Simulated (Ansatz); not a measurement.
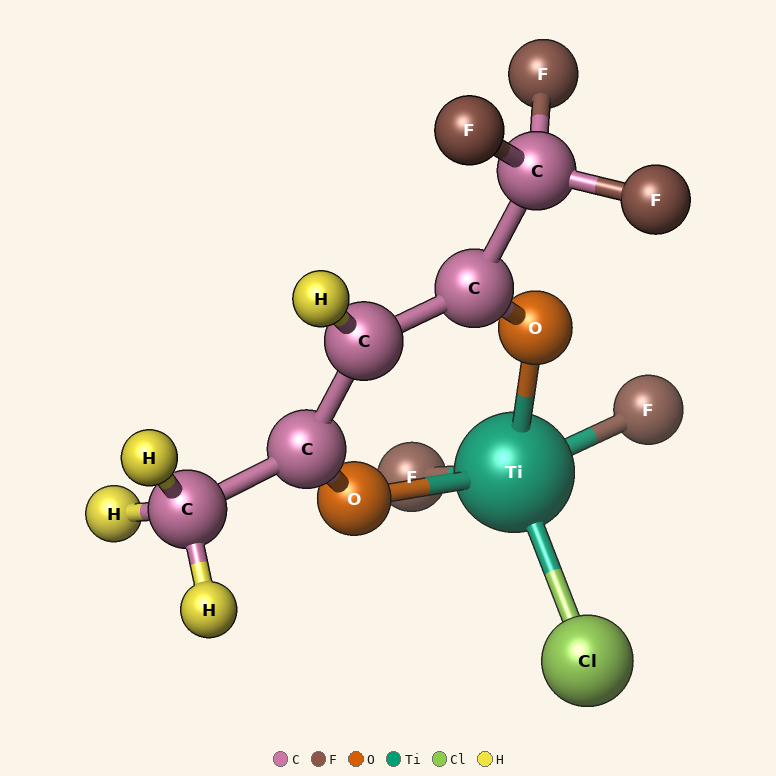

The species is neutral and a spin singlet. The computed structure is the end point of a PBE-D4/def2-SVP optimisation. No frequency run is at hand to confirm it as a minimum. Method: RKS PBE-D4/def2-SVP (Ansatz 0.2.0).

> Give the dipole moment at this level.

5.39 D.

> Estimate the dispersion correction.

−57.9 kJ/mol.
